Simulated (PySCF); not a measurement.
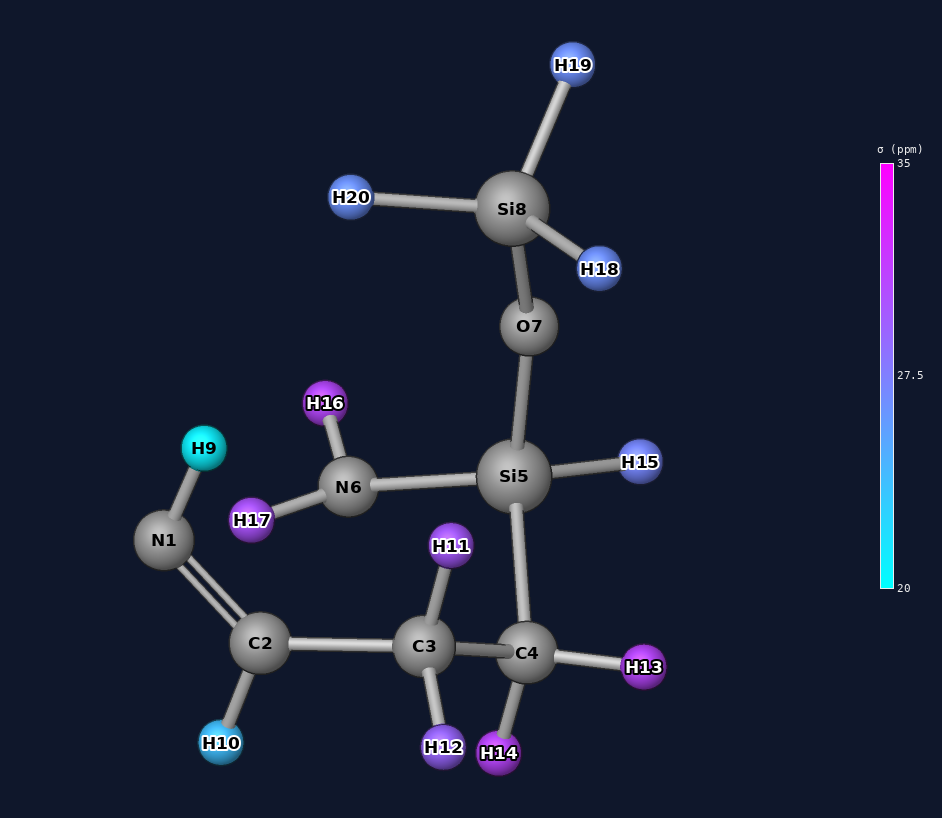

Atoms are coloured by their isotropic NMR shieldings (H only, the others grey). The geometry was computed by an optimisation with GFN2-xTB. No frequency run is at hand to confirm it as a minimum. Properties computed with GIAO PBE0/pcSseg-1 NMR shielding, non-relativistic, gas phase (PySCF 2.14.0).

Give the isotropic NMR shieldings of the H atoms atom by atom.

```json
{"atom": "H9", "σ (ppm)": "20.83"}
{"atom": "H10", "σ (ppm)": "23.76"}
{"atom": "H11", "σ (ppm)": "29.74"}
{"atom": "H12", "σ (ppm)": "28.96"}
{"atom": "H13", "σ (ppm)": "30.89"}
{"atom": "H14", "σ (ppm)": "30.93"}
{"atom": "H15", "σ (ppm)": "27.02"}
{"atom": "H16", "σ (ppm)": "30.76"}
{"atom": "H17", "σ (ppm)": "30.09"}
{"atom": "H18", "σ (ppm)": "26.48"}
{"atom": "H19", "σ (ppm)": "26.50"}
{"atom": "H20", "σ (ppm)": "26.37"}
```

The geometry is semi-empirical. Around Si such bond lengths and angles can be off by a tenth of an ångström or more and by several degrees, and values that hang on the shape move with them.
